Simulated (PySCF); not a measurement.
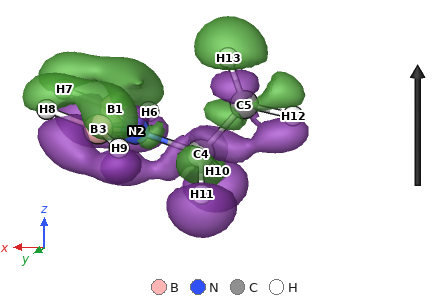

Figure. C$_{2}$H$_{8}$B$_{2}$N, doublet, SMILES `BN(B)C[CH2]`. Change of the electron density in a uniform field of 0.21 V/Å along +z (arrow), surfaces at ±0.0015 e/Å³ (purple: gain, green: loss).

Level of theory: B3LYP/6-311+G** (PySCF), at a geometry from GFN2-xTB. No frequency check shows the geometry to be a minimum. The basis has diffuse s and p functions alone, which still leaves polarisabilities too small, most of all across bonds. The stability of the open-shell solution wasn't checked. GFN2-xTB doesn't know the spin state, so this open-shell geometry is rough.

Input script:

```python
import numpy as np
from pyscf import gto, scf, dft
from pyscf.scf import atom_ks, atom_hf
from scipy.linalg import block_diag

def solve(mol, dm0=None, hcore=None):
    mf = (dft.UKS if mol.spin else dft.RKS)(mol, xc='b3lyp')
    mf.grids.level = 3
    mf = mf.density_fit(auxbasis='def2-universal-jkfit')
    mf.conv_tol, mf.max_cycle = 1e-8, 80
    if hcore is not None:
        mf.get_hcore = lambda *args: hcore
    mf.kernel(dm0)
    if not mf.converged:
        mf = mf.newton().run(mf.mo_coeff, mf.mo_occ, max_cycle=30)
    assert mf.converged, 'SCF not converged'
    return mf

mol = gto.M(atom='''
B      1.30051    -1.17191     0.16831
N      0.57418     0.00259    -0.12052
B      1.09123     1.30431     0.06168
C     -0.80553    -0.12305    -0.58656
C     -1.78590     0.00651     0.50550
H      0.80321    -2.21958    -0.00723
H      2.39331    -1.08511     0.57037
H      2.17788     1.43759     0.46716
H      0.42643     2.23203    -0.20687
H     -0.93319    -1.09427    -1.09195
H     -1.00188     0.64132    -1.35627
H     -2.83494    -0.03158     0.28789
H     -1.46020     0.13866     1.51694
''', basis='6-311+g**', charge=0, spin=1, verbose=4)
field = np.array([0.0, 0.0, 0.004])  # atomic units
mol.set_common_orig(mol.atom_charges() @ mol.atom_coords() / mol.atom_charges().sum())
mf = solve(mol)
out = dict(dm0=mf.make_rdm1(), d0=mf.dip_moment(unit='AU'), e0=mf.e_tot)
for name, sign in (('p', 1), ('m', -1)):
    h = mf.get_hcore() + sign * np.einsum('x,xij->ij', field, mol.intor('int1e_r'))
    mi = solve(mol, mf.make_rdm1(), h)
    out.update({'dm' + name: mi.make_rdm1(), 'd' + name: mi.dip_moment(unit='AU'), 'e' + name: mi.e_tot})
# spherically averaged free atoms, for the promolecule
atm = atom_ks.get_atm_nrks(mol, xc='b3lyp')
pro = block_diag(*[(atm[a[0]][2] * atm[a[0]][3]) @ atm[a[0]][2].T for a in mol._atom])
np.savez('result.npz', pro=pro, **out)
```

Command:

```sh
OMP_NUM_THREADS=1 python input.py
```

The run took 91 s on 1 thread of Arm Neoverse V2, on a shared host, peak memory 0.73 GiB.

Partitions, critical points and surface values were worked out afterwards from this run's density.

**What dipole is induced, and what polarisability does it imply?**

The induced dipole is 0.48 D (along the field); α along this axis, from the fields in both directions, is 47 bohr³ (7.0 Å³).

**Which atoms gain and lose the most charge?**

Electrons gather most on H11 (Hirshfeld charge changes by −0.007 e) and leave H13 most (+0.007 e); 0.052 electrons are displaced in all.
